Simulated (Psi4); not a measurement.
**Si2H3F (SMILES F[Si][SiH3]): a chain of runs**

We compute a geometry optimisation (UM06-2X/pcseg-1), then vibrational wavenumbers, then a single-point energy (USCS-MP2/aug-cc-pVDZ) of Si2H3F. 

The results are computed with Psi4 1.11.

### Step 1. Starting point

The species is Si2H3F (6 atoms), meant as a triplet with charge 0. As SMILES, `F[Si][SiH3]`. The coordinates come from a GFN2-xTB relaxation. The run starts from this shape.

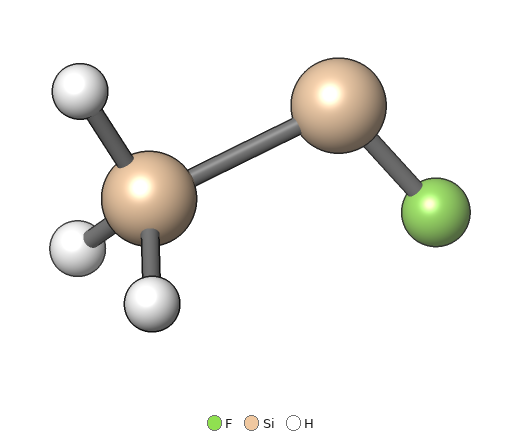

The structure, seen from a chosen angle (fluorine green, silicon light orange, hydrogen white).

### Step 2. A structure relaxation at UM06-2X/pcseg-1 (density fitting) (run 1)

Contents of job.dat:

```
memory 1.6 GB

molecule m {
  0 3
  F      0.305600    -2.264910     1.255600
  Si     1.182750    -1.160380     0.372400
  Si    -0.176850     0.540110    -0.272780
  H     -1.296890     0.179960    -1.156100
  H      0.771310     1.376770    -1.009080
  H     -0.785920     1.328460     0.809960
}

set basis pcseg-1
set reference uks
set geom_maxiter 60

optimize('m06-2x')
```

Launch:

```sh
$ psi4 -n 1 job.dat job.out
```

job.out:

```text
Psi4 1.11 release

gradient() will perform analytic gradient computation.

   => Loading Basis Set <=

    Name: PCSEG-1
    Role: ORBITAL
    Keyword: BASIS

         ---------------------------------------------------------
                                   SCF
                              UKS Reference
                        1 Threads,   1525 MiB Core
         ---------------------------------------------------------

  ==> Geometry <==

    Molecular point group: c1
    Full point group: C1

    Geometry (in Angstrom), charge = 0, multiplicity = 3:

       Center              X                  Y                   Z               Mass
    ------------   -----------------  -----------------  -----------------  -----------------
         F           -0.112814028596    -1.527819704791     0.931452584367    18.998403162730
         SI           0.764335971404    -0.423289704791     0.048252584367    27.976926534650
         SI          -0.595264028596     1.277200295209    -0.596927415633    27.976926534650
         H           -1.715304028596     0.917050295209    -1.480247415633     1.007825032230
         H            0.352895971404     2.113860295209    -1.333227415633     1.007825032230
         H           -1.204334028596     2.065550295209     0.485812584367     1.007825032230

  Running in c1 symmetry.

  Rotational constants: A =      0.65779  B =      0.11742  C =      0.10297 [cm^-1]
  Rotational constants: A =  19720.13455  B =   3520.07582  C =   3087.03889 [MHz]
  Nuclear repulsion =  132.965292027693152

  Charge       = 0
  Multiplicity = 3
  Electrons    = 40
  Nalpha       = 21
  Nbeta        = 19

  ==> Algorithm <==

  SCF Algorithm Type is DF.
  DIIS enabled.
  MOM disabled.
  Fractional occupation disabled.
  Guess Type is SAD.
  Energy threshold   = 1.00e-08
  Density threshold  = 1.00e-08
  Integral threshold = 1.00e-12

  ==> Primary Basis <==

  Basis Set: PCSEG-1
    Blend: PCSEG-1
    Number of shells: 31
    Number of basis functions: 65
    Number of Cartesian functions: 68
    Spherical Harmonics?: true
    Max angular momentum: 2

  ==> DFT Potential <==

   => LibXC <=

    Version 7.1.2

   => Composite Functional: M06-2X <=

    Deriv               =              1
    GGA                 =           TRUE
    Meta                =           TRUE

    Exchange Hybrid     =           TRUE
    MP2 Hybrid          =          FALSE

   => Exchange Functionals <=

    1.0000   XC_HYB_MGGA_X_M06_2X

   => Exact (HF) Exchange <=

    0.5400               HF

   => Correlation Functionals <=

    1.0000   XC_MGGA_C_M06_2X

   => LibXC Density Thresholds  <==

    XC_MGGA_C_M06_2X:  1.00E-12
    XC_HYB_MGGA_X_M06_2X:  1.00E-15

   => Molecular Quadrature <=

    Radial Scheme          =       TREUTLER
    Pruning Scheme         =           NONE
    Nuclear Scheme         =       TREUTLER

    Blocking Scheme        =         OCTREE
    BS radius alpha        =              1
    Pruning alpha          =              1
    Radial Points          =             75
    Spherical Points       =            302
    Total Points           =         130400
    Total Blocks           =           1036
    Max Points             =            254
    Max Functions          =             64
    Weights Tolerance      =       1.00E-15

   => Loading Basis Set <=

    Name: (PCSEG-1 AUX)
    Role: JKFIT
    Keyword: DF_BASIS_SCF

  ==> Integral Setup <==

  DFHelper Memory: AOs need 0.014 GiB; user supplied 0.646 GiB.
  SCF_SUBTYPE=INCORE selected. In-core MEM_DF algorithm will be used.
  Using in-core AOs.

  ==> MemDFJK: Density-Fitted J/K Matrices <==

    J tasked:                   Yes
    K tasked:                   Yes
    wK tasked:                   No
    Memory [MiB]:               661
    Algorithm:                 Core
    Schwarz Cutoff:           1E-12
    Mask sparsity (%):       2.8402
    Fitting Condition:        1E-10

   => Auxiliary Basis Set <=

  Basis Set: (PCSEG-1 AUX)
    Blend: DEF2-UNIVERSAL-JKFIT
    Number of shells: 119
    Number of basis functions: 387
    Number of Cartesian functions: 463
    Spherical Harmonics?: true
    Max angular momentum: 4

  Cached 100.0% of DFT collocation blocks in 0.472 [GiB].

  Minimum eigenvalue in the overlap matrix is 7.6600995963E-03.
  Reciprocal condition number of the overlap matrix is 1.6880672300E-03.
    Using symmetric orthogonalization.

  ==> Pre-Iterations <==

  SCF Guess: Superposition of Atomic Densities via on-the-fly atomic UHF (no occupation information).

   -------------------------
    Irrep   Nso     Nmo
   -------------------------
     A         65      65
   -------------------------
    Total      65      65
   -------------------------

  ==> Iterations <==

                           Total Energy        Delta E     RMS |[F,P]|

[... 2 lines left out ...]
   @DF-UKS iter   2:  -680.39249334369322   -2.95143e-03   6.21694e-03 DIIS/ADIIS
[... 3 lines left out ...]
   @DF-UKS iter   6:  -680.45087356082786   -2.96446e-05   1.90857e-05 DIIS
[... 3 lines left out ...]
   @DF-UKS iter  10:  -680.45087926791882   -2.97734e-09   1.55465e-07 DIIS
[... 3 lines left out ...]
  Energy and wave function converged.
[... 11 lines left out ...]
   @S   Expected:                1.000000000E+00
[... 53 lines left out ...]
    Nuclear Repulsion Energy =            132.9652920276931525
[... 3 lines left out ...]
    Empirical Dispersion Energy =           0.0000000000000000
[... 26 lines left out ...]
 Dipole Y            :         -5.7211762            6.2376681            0.5164919
[... 127 lines left out ...]
	Measures of convergence in internal coordinates in au.
[... 147 lines left out ...]
                           Total Energy        Delta E     RMS |[F,P]|
[... 4 lines left out ...]
   @DF-UKS iter   3:  -680.45369181299691   -4.40227e-05   3.04789e-05 DIIS
[... 3 lines left out ...]
   @DF-UKS iter   7:  -680.45369424910496   -4.25337e-09   2.52248e-07 DIIS
[... 3 lines left out ...]
  Energy and wave function converged.
[... 11 lines left out ...]
   @S   Expected:                1.000000000E+00
[... 13 lines left out ...]
    Nuclear Repulsion Energy =            131.3433179437909644
[... 3 lines left out ...]
    Empirical Dispersion Energy =           0.0000000000000000
[... 26 lines left out ...]
 Dipole Y            :         -5.7674904            6.3478606            0.5803701
[... 96 lines left out ...]
	Measures of convergence in internal coordinates in au.
[... 116 lines left out ...]
                           Total Energy        Delta E     RMS |[F,P]|
[... 4 lines left out ...]
   @DF-UKS iter   3:  -680.45414091091254   -9.95346e-06   2.20273e-05 DIIS
[... 3 lines left out ...]
   @DF-UKS iter   7:  -680.45414194365981   -6.54040e-10   8.65469e-08 DIIS
[... 11 lines left out ...]
   @Spin Contamination Metric:   4.279247492E-03
[... 3 lines left out ...]
   @S   Observed:                1.000000000E+00
[... 13 lines left out ...]
    One-Electron Energy =               -1203.6183809866392949
[... 3 lines left out ...]
    VV10 Nonlocal Energy =                  0.0000000000000000
[... 26 lines left out ...]
 Dipole Z            :          2.7544009           -3.1751148           -0.4207138
[... 100 lines left out ...]
	   Step    Total Energy     Delta E     Max Force     RMS Force      Max Disp      RMS Disp
[... 107 lines left out ...]
   @DF-UKS iter   0:  -680.45464032801056   -6.80455e+02   1.02437e-04
[... 3 lines left out ...]
   @DF-UKS iter   4:  -680.45414673175196   -1.36503e-08   5.77310e-07 DIIS
[... 3 lines left out ...]
   @DF-UKS iter   8:  -680.45414673343669   -9.89075e-12   8.87515e-09 DIIS
[... 11 lines left out ...]
   @S^2 Observed:                2.004275242E+00
[... 10 lines left out ...]
  @DF-UKS Final Energy:  -680.45414673343669
[... 6 lines left out ...]
    DFT Exchange-Correlation Energy =     -25.3504023589423397
[... 26 lines left out ...]
 Dipole X            :          2.4582520           -2.2785455            0.1797064
[... 95 lines left out ...]
	                                 ==> Convergence Check <==
[... 81 lines left out ...]
    Weights Tolerance      =       1.00E-15
[... 34 lines left out ...]
   @DF-UKS iter   2:  -680.45414745146400   -2.39574e-07   2.42099e-06 DIIS
[... 3 lines left out ...]
   @DF-UKS iter   6:  -680.45414748617793   -2.84217e-10   6.20916e-08 DIIS
[... 11 lines left out ...]
   @Spin Contamination Metric:   4.273331793E-03
[... 3 lines left out ...]
   @S   Observed:                1.000000000E+00
[... 53 lines left out ...]
    One-Electron Energy =               -1203.5241196919737376
[... 3 lines left out ...]
    VV10 Nonlocal Energy =                  0.0000000000000000
    Total Energy =                       -680.4541474862363657

  UHF NO Occupations:
  HONO-2 :   19  A 1.9987458
  HONO-1 :   20  A 1.0000000
  HONO-0 :   21  A 1.0000000
  LUNO+0 :   22  A 0.0012542
  LUNO+1 :   23  A 0.0003337
  LUNO+2 :   24  A 0.0002769
  LUNO+3 :   25  A 0.0000923

Computation Completed

Properties will be evaluated at   0.000000,   0.000000,   0.000000 [a0]

Properties computed using the SCF density matrix

 Multipole Moments:

 ------------------------------------------------------------------------------------
     Multipole            Electronic (a.u.)      Nuclear  (a.u.)        Total (a.u.)
 ------------------------------------------------------------------------------------

 L = 1.  Multiply by 2.5417464519 to convert [e a0] to [Debye]
 Dipole X            :          2.4562772           -2.2800775            0.1761998
 Dipole Y            :         -5.7794908            6.4153794            0.6358885
 Dipole Z            :          2.7584018           -3.1789101           -0.4205082
 Magnitude           :                                                    0.7824498

 ------------------------------------------------------------------------------------

	total time  =          4 seconds =       0.07 minutes

         ------------------------------------------------------------
                                   SCF GRAD
         ------------------------------------------------------------

  ==> Geometry <==

    Molecular point group: c1
    Full point group: C1

    Geometry (in Angstrom), charge = 0, multiplicity = 3:

       Center              X                  Y                   Z               Mass
    ------------   -----------------  -----------------  -----------------  -----------------
         F           -0.058011099514    -1.602528644564     0.958455655470    18.998403162730
         SI           0.721150395321    -0.449156173243     0.075679393318    27.976926534650
         SI          -0.591930610721     1.349718132538    -0.639604133369    27.976926534650
         H           -1.690802054723     0.903267023833    -1.532094583935     1.007825032230
         H            0.357797556306     2.206446352602    -1.389279808521     1.007825032230
         H           -1.160537618235     2.100049554892     0.508013089705     1.007825032230

  Nuclear repulsion =  130.607143229351891

   => Molecular Quadrature <=

    Radial Scheme          =       TREUTLER
    Pruning Scheme         =           NONE
    Nuclear Scheme         =       TREUTLER

    Blocking Scheme        =         OCTREE
    BS radius alpha        =              1
    Pruning alpha          =              1
    Radial Points          =             75
    Spherical Points       =            302
    Total Points           =         130505
    Total Blocks           =           1038
    Max Points             =            256
    Max Functions          =             64
    Weights Tolerance      =       1.00E-15

  -Total Gradient:
     Atom            X                  Y                   Z
    ------   -----------------  -----------------  -----------------
       1        0.000026436269     0.000088289875    -0.000055801912
       2        0.000169430801     0.000052196661    -0.000070411327
       3       -0.000063857837     0.000173586011    -0.000090530744
       4        0.000057112487     0.000051436772    -0.000035284755
       5       -0.000080463903     0.000103854764    -0.000044745144
       6        0.000060388576     0.000036658941    -0.000041354665

	total time  =          1 seconds =       0.02 minutes

    			-----------------------------------------

    			 OPTKING 3.0: for geometry optimizations

    			        with contributions from

    			-----------------------------------------

	                            ===> Fragment 1 <==

	 Z (Atomic Numbers)          Masses                          Geom
	       9.000000            18.998403         -0.10962509 -3.02834025  1.81121869
	      14.000000            27.976927          1.36277674 -0.84878215  0.14301333
	      14.000000            27.976927         -1.11858674  2.55059762 -1.20867664
	       1.000000             1.007825         -3.19515282  1.70692729 -2.89523916
	       1.000000             1.007825          0.67613939  4.16957932 -2.62535835
	       1.000000             1.007825         -2.19309826  3.96851851  0.96000561

	 - Coordinate -           - BOHR/RAD -       - ANG/DEG -
	 R(1,2)           =         3.114699           1.648228
	 R(2,3)           =         4.420409           2.339180
	 R(3,4)           =         2.805067           1.484377
[... 11 lines of this table left out ...]
	 D(1,2,3,6)       =         1.069928          61.302338

	        --- Internal Coordinate Step in ANG or DEG, aJ/ANG or AJ/DEG ---
	-------------------------------------------------------------------------------
	           Coordinate      Previous         Force          Change          New
	           ----------      --------        ------          ------        ------
	               R(1,2)       1.64823       -0.00032       -0.00001       1.64822
	               R(2,3)       2.33918       -0.00058       -0.00045       2.33873
	               R(3,4)       1.48438        0.00028        0.00007       1.48445
[... 11 lines of this table left out ...]
	           D(1,2,3,6)      61.30234        0.00000        0.07022      61.37256
	-------------------------------------------------------------------------------

	                                 ==> Convergence Check <==

	Measures of convergence in internal coordinates in au.

	Criteria marked as inactive (o), active & met (*), and active & unmet ( ).

	----------------------------------------------------------------------------------------------
	   Step    Total Energy     Delta E     Max Force     RMS Force      Max Disp      RMS Disp
	----------------------------------------------------------------------------------------------
	  Convergence Criteria     1.00e-06 *    3.00e-04 *             o    1.20e-03 *             o
	----------------------------------------------------------------------------------------------
	     5    -680.45414749   -7.53e-07 *    1.81e-04 *    6.74e-05 o    1.70e-03      7.92e-04 o  ~
	----------------------------------------------------------------------------------------------

Next Geometry in Ang
	Fragment 1 (Ang)

	    F  -0.0563646111  -1.6038822264   0.9582468502
	   Si   0.7204457674  -0.4485986535   0.0759117258
	   Si  -0.5925926199   1.3497527311  -0.6393074151
	    H  -1.6914083738   0.9040087408  -1.5323327920
	    H   0.3587818182   2.2050263651  -1.3888362013
	    H  -1.1611954125   2.1014892890   0.5074874450

    Final optimized geometry and variables:
    Molecular point group: c1
    Full point group: C1

    Geometry (in Angstrom), charge = 0, multiplicity = 3:

    F           -0.058011099514    -1.602528644564     0.958455655470
    SI           0.721150395321    -0.449156173243     0.075679393318
    SI          -0.591930610721     1.349718132538    -0.639604133369
    H           -1.690802054723     0.903267023833    -1.532094583935
    H            0.357797556306     2.206446352602    -1.389279808521
    H           -1.160537618235     2.100049554892     0.508013089705

    Psi4 run time: 0:00:28.39

[set-up sections that repeat, and orbital energies of the middle runs, are left out above]
```

On the terminal:

```text
Optimizer: Optimization complete!
```

Wall time 29 s (1 thread of Intel Xeon 6975P-C (Granite Rapids), shared host); peak memory 0.75 GiB.

The path in brief:

| step | energy from the first frame kept (eV) | largest force (eV/Å) |
| --- | --- | --- |
| 0 | 0.0000 | 1.0133 |
| 1 | -0.0766 | 0.4227 |
| 2 | -0.0888 | 0.0290 |
| 3 | -0.0889 | 0.0138 |
| 4 | -0.0889 | 0.0106 |

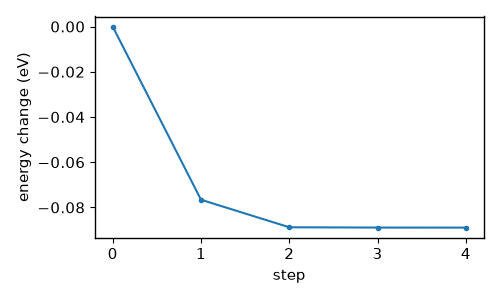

Energy along the run.

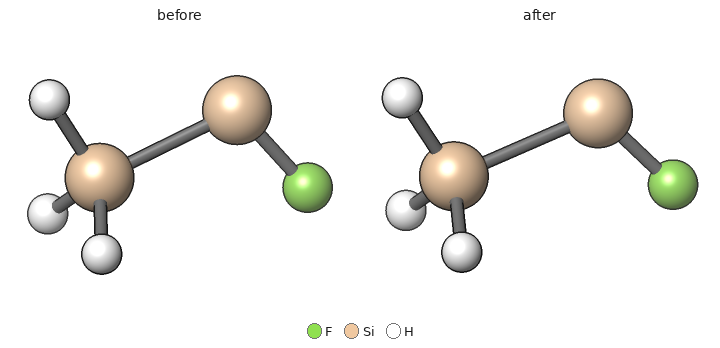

Before and after, at one scale.

After the run. Bond lengths: F1–Si2 1.648 Å, Si2–Si3 2.339 Å, Si3–H4 1.484 Å, Si3–H5 1.483 Å, Si3–H6 1.484 Å. Angles: F1–Si2–Si3 115.9°, Si2–Si3–H4 111.6°, Si2–Si3–H5 103.9°, Si2–Si3–H6 111.6°, H4–Si3–H5 110.1°, H4–Si3–H6 109.5°, H5–Si3–H6 110.1°.

[end of part 1 of 2]
